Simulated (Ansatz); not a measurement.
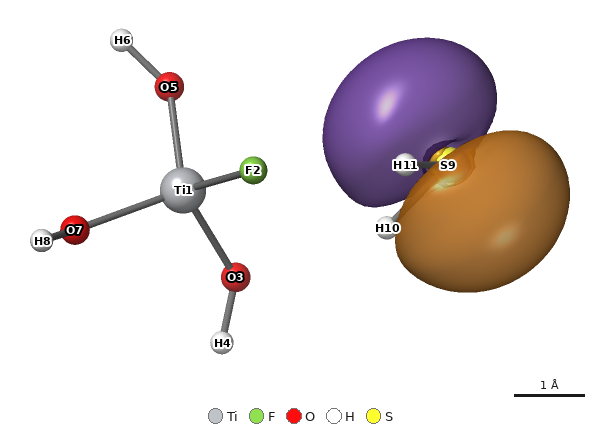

FH₃O₃Ti···H₂S. One frontier orbital at ±0.1 Å⁻³ᐟ² (orange and purple are the two phases), seen at a tilt.

Method: RKS PBE0-D4/def2-SVP (Ansatz).

The calculation's input:

```
crystal:
  periodic: [false, false, false]
  atoms:
    - { symbol: Ti, position_ang: [-0.115153, -0.086023, 0.033311] }
    - { symbol: F, position_ang: [-0.264024, -0.071092, 1.831632] }
    - { symbol: O, position_ang: [1.602133, -0.164459, -0.452261] }
    - { symbol: H, position_ang: [2.083246, -0.901524, -0.840904] }
    - { symbol: O, position_ang: [-0.92814, 1.284865, -0.738613] }
    - { symbol: H, position_ang: [-1.812964, 1.368164, -1.108425] }
    - { symbol: O, position_ang: [-0.908456, -1.580143, -0.467615] }
    - { symbol: H, position_ang: [-1.333046, -2.308375, -0.002107] }
    - { symbol: S, position_ang: [1.721298, 2.531188, 1.68861] }
    - { symbol: H, position_ang: [2.451885, 1.611946, 1.014649] }
    - { symbol: H, position_ang: [1.01162, 1.546054, 2.339825] }
basis:
  gaussian: { orbitals: def2-SVP }
hamiltonian:
  xc: pbe0
  dispersion: d4
relax:
  f_tol: 0.03
  max_steps: 50
output:
  orbitals: {}
```

Run with:

```sh
ansatz run input.yaml --threads 4 --pin off --max-ram 5120MiB --backend cpu --events-out ev --progress --plain --runs-dir out
```

The fields are those of the run's last geometry, not of the input's.

Which orbital is it: HOMO or LUMO?

The HOMO, at −6.61 eV. By Hirshfeld shares it lies mainly on S9 (about 90 %); largely a lone pair of S9.
